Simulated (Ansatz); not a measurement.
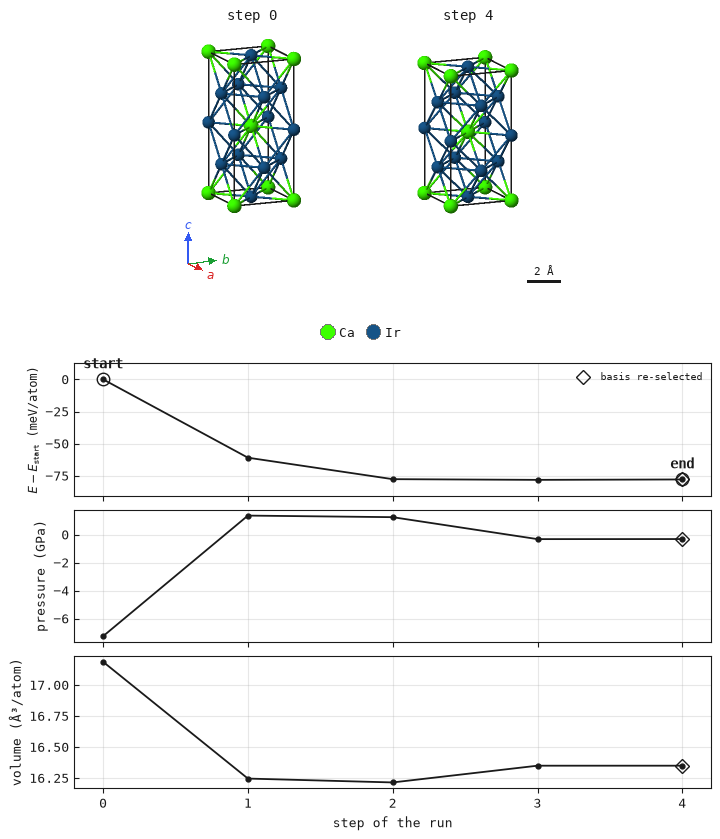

First and last geometry of a relaxation of solid CaIr$_{3}$ (built on the TiAl3 (D0_22)_139 type) (coarse preliminary run), with the history of the run. Style: ball-and-stick. Shown: the conventional cell (2 times the calculation's cell), slightly off an axis. Lengths and directions refer to the drawn axes.

Case: TiAl3 (D0_22) type (I4/mmm, No. 139).

Method: DFT PBE, scalar-relativistic, plane waves, PAW (Ansatz 0.2.0).

Input
```yaml
crystal:
  lattice:
    - [-1.9741811599, 1.9741811599, 4.4098592142]
    - [1.9741811599, -1.9741811599, 4.4098592142]
    - [1.9741811599, 1.9741811599, -4.4098592142]
  atoms:
    - { symbol: Ca, position: [0.0, 0.0, 0.0] }
    - { symbol: Ir, position: [0.5, 0.5, 0.0] }
    - { symbol: Ir, position: [0.25, 0.75, 0.5] }
    - { symbol: Ir, position: [0.75, 0.25, 0.5] }
basis:
  ecutwfc: 420
kpoints:
  mp_grid: { grid: [6, 6, 6] }
hamiltonian:
  xc: pbe
scf:
  occupations: { method: gaussian, width: 0.1 }
  lower_state_search: "off"
output:
  forces: true
  stress: true
  eigenvalues: true
relax:
  adjacent_minimum: "off"
  f_tol: 0.04
  max_steps: 70
  cell: { stress_tol: 0.4 }
```

Launched with:
```bash
ansatz run input.yaml --threads 1 --pin off --max-ram 2560MiB --backend cpu --events-out ev --progress --plain --runs-dir out
```

**Did the run converge, and what did it change?**

It converged. After 3 accepted moves (4 points after the start) the energy has fallen by 77.8 meV per atom. All forces vanish by symmetry, so only the cell relaxes. The pressure goes from −7.26 to −0.31 GPa. At 1 point the geometry stayed and the basis and grid were re-selected for the new cell (energy shift of 0.3 meV per atom at most each time). No atom moves by more than 0.005 Å relative to the cell. The drawn cell changes as follows: a = b 3.948 → 4.016 Å (+1.7 %), c 8.820 → 8.109 Å (−8.1 %); the volume changes by −4.9 %. Some distances before and after: Ir2–Ir3 2.960 → 2.853 Å, Ca1–Ir3 2.960 → 2.853 Å, Ir3–Ir4 2.792 → 2.840 Å, Ca1–Ir2 2.792 → 2.840 Å. The space group stays I4/mmm (No. 139).
